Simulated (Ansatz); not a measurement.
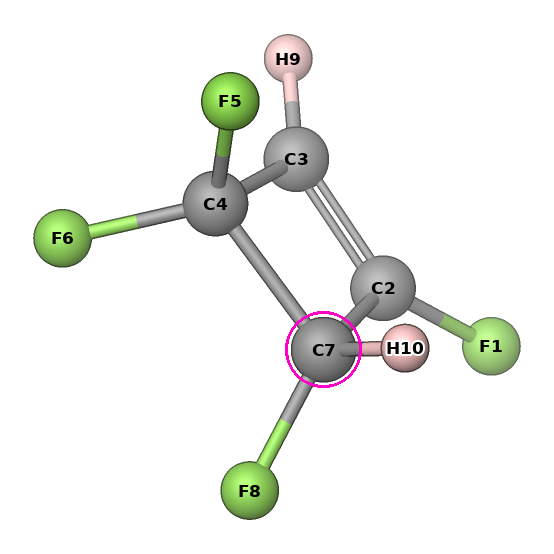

Depth is shown by fading: the farther an atom, the more it takes the colour of the background. Circles mark the stereogenic atoms. The geometry was computed by an optimisation with PBE0-D4/def2-TZVP.

Assign CIP descriptors.

C7: S (priorities F8 > C4 > C2 > H10).

Write the isomeric SMILES.

FC1=CC(F)(F)[C@H]1F
